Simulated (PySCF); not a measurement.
Consider GeH (doublet).

```csv
atom,x (Å),y (Å),z (Å)
Ge,0.0000,0.0000,-0.0217
H,0.0000,0.0000,1.5883
```

All numbers below come from PBE0/aug-cc-pVDZ(-PP), non-relativistic Hamiltonian with scalar-relativistic core potentials where named, at a bond length of 1.610 Å (PySCF).

What can the converged electron density, electron localisation function and spin density tell about the bonding?

Answer. Ge–H (1.61 Å): ρ at the midpoint is about 0.89 e/Å³; the ELF climbs to about 1 towards the hydrogen.
The unpaired spin (1 electron) lies mostly on Ge1 (about 1.0), in electrons by Hirshfeld's partition.

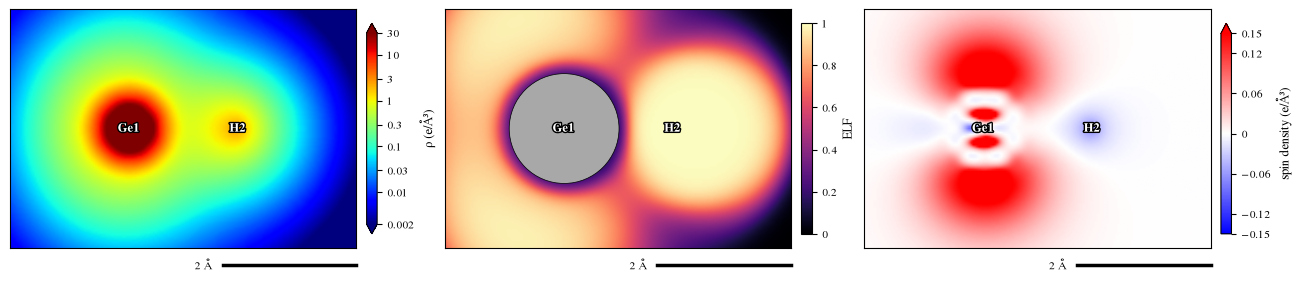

Computed electron density, electron localisation function and spin density on a plane that holds the molecular axis, in this order. Grey discs cover the atomic cores in the ELF map. 
